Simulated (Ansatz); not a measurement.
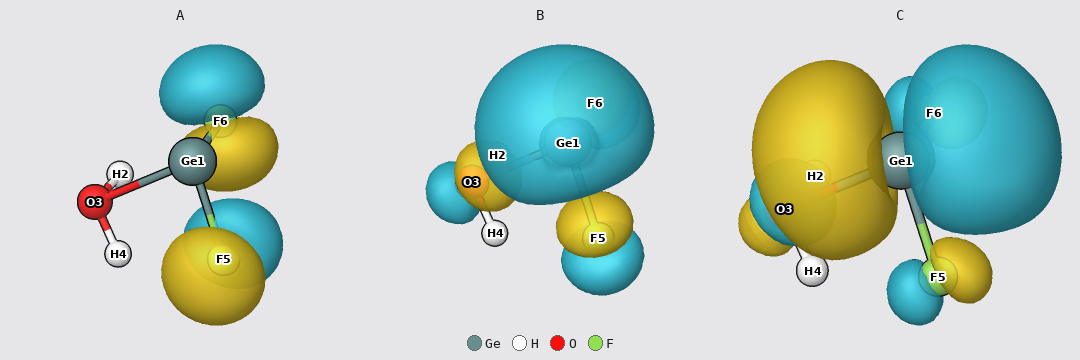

The picture shows: F₂GeH₂O. Three frontier orbitals at ±0.1 Å⁻³ᐟ² (yellow and cyan are the two phases), in no order.

Computed with RKS PBE-D4/def2-SVP in Ansatz.

Input file:

```
crystal:
  periodic: [false, false, false]
  atoms:
    - { symbol: Ge, position_ang: [-1.000271, 0.39293, 0.354214] }
    - { symbol: H, position_ang: [1.352998, -0.966759, 0.769479] }
    - { symbol: O, position_ang: [1.842677, -0.125143, 0.965179] }
    - { symbol: H, position_ang: [2.011239, 0.2287, 0.064847] }
    - { symbol: F, position_ang: [-0.143739, 0.878194, -1.131851] }
    - { symbol: F, position_ang: [-0.601003, -1.360021, 0.254132] }
basis:
  gaussian: { orbitals: def2-SVP }
hamiltonian:
  xc: pbe
  dispersion: d4
relax:
  f_tol: 0.03
  max_steps: 50
output:
  orbitals: {}
```

Command:

```sh
ansatz run input.yaml --threads 2 --pin off --max-ram 3072MiB --backend cpu --events-out ev --progress --plain --runs-dir out
```

The fields are those of the relaxed geometry.

**Which picture is the HOMO−1, the HOMO and the LUMO?**

A is the HOMO−1 (−8.26 eV). By Hirshfeld shares it lies mainly on F6 (about 50 %) and F5 (about 45 %); largely a combination of lone pairs on F6 and F5. B is the HOMO (−6.78 eV). Its weight (Hirshfeld) is mainly on Ge1 (about 55 %), F5 (about 15 %), F6 (about 15 %) and O3 (about 5 %). C is the LUMO (−1.74 eV). It lies mainly on Ge1 (about 80 %) and O3 (about 10 %).

**What is the HOMO–LUMO gap?**

5.04 eV between the orbital energies.
